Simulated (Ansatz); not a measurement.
# H3Si···BrClH: what the fields show

```xyz
7

Si   -0.5929   -0.4041    0.0206
Cl    1.8335   -0.5122    0.2188
H    -0.4416   -1.8703   -0.1590
H    -1.6417   -0.0545   -0.9657
H    -0.9305   -0.0878    1.4190
H     1.5284    0.9036   -0.0624
Br    0.2448    2.0252   -0.4712
```

A transition-state structure; geometry: PBE0-D4/def2-TZVP.

Computed with RKS PBE0-D4/def2-TZVPP (Ansatz).

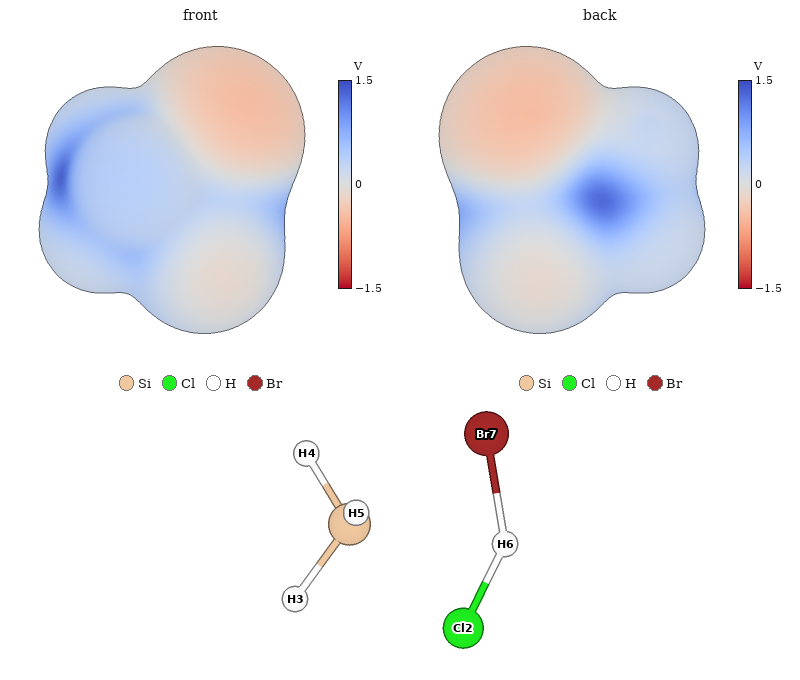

Figure 1. The electrostatic potential painted on the density surface at 0.001 e/bohr³, seen from the front and from behind; red is negative and blue positive. The bare structure is drawn below in the same view.

Where is the surface potential most negative and most positive?

Answer. The most negative region (about −0.4 V, or −9 kcal/mol for a unit charge) lies over Br7, the most positive (about +1.2 V, or +28 kcal/mol for a unit charge) over Si1.

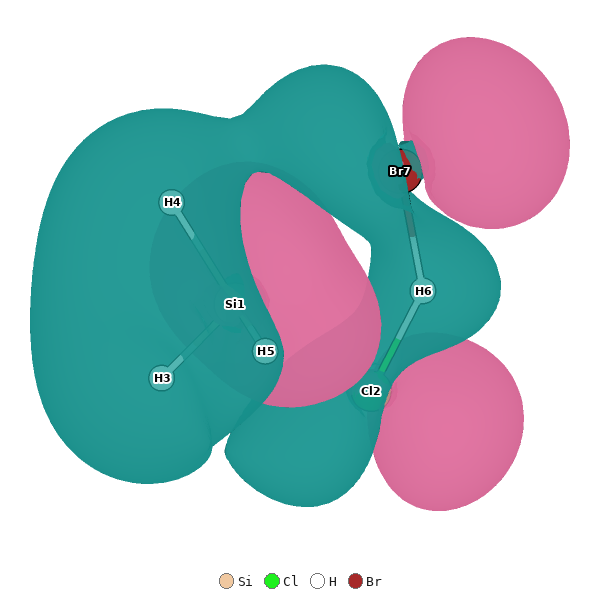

Figure 2. The LUMO at ±0.05 Å⁻³ᐟ² (teal and pink are the two phases), seen at a tilt.

Describe this orbital and give its energy.

Answer. By Hirshfeld shares it lies mainly on Si1 (about 45 %), Cl2 (about 20 %) and Br7 (about 15 %). Its energy is −2.28 eV.
